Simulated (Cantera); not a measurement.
Charge: 1 mol Si₂H₆, 0.4 mol N₂O, 110 mol N₂, at 1575 °C.

Equilibrium computed with Cantera from the NASA thermochemical tables; the gas is ideal and each condensed phase is pure. Candidate condensed phases: H₂O, Si, SiO₂, Si₂N₂O, Si₃N₄; 35 gas species. The feed counts by its element totals alone. Mutual solubility and eutectic melting of coexisting phases are not modelled. The tables' values for SiN are old estimates; treat these amounts as uncertain. Equilibrium is a limit: real reactors are often held back by kinetics, nucleation or transport.

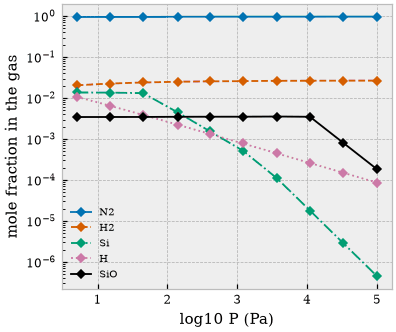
*Equilibrium gas composition (values under 1e-9 drawn at 1e-9)*

Q: Read off the mole fractions at 0.110 bar.

A: N₂ about 0.97, H₂ about 0.026, SiO about 0.0035, H about 0.00026, Si about 1.8e-5.
